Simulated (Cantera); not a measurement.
Input: 1 mol AlN, 0.12 mol N2, held at 980 Pa.

Method: chemical equilibrium by Gibbs-energy minimisation in Cantera with the NASA 1993 tables (ideal gas, pure condensed phases). Candidate condensed phases: Al, AlN; 5 gas species. The numbers say what is thermodynamically allowed, not how fast it happens.

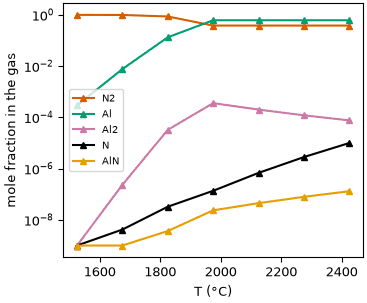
Fig. 1. Equilibrium gas composition (values under 1e-9 drawn at 1e-9)

Problem. Read off the mole fractions at 2125 °C.

Solution. Al about 0.62, N2 about 0.38, Al2 about 0.00020, N about 6.8e-7, AlN about 4.5e-8.
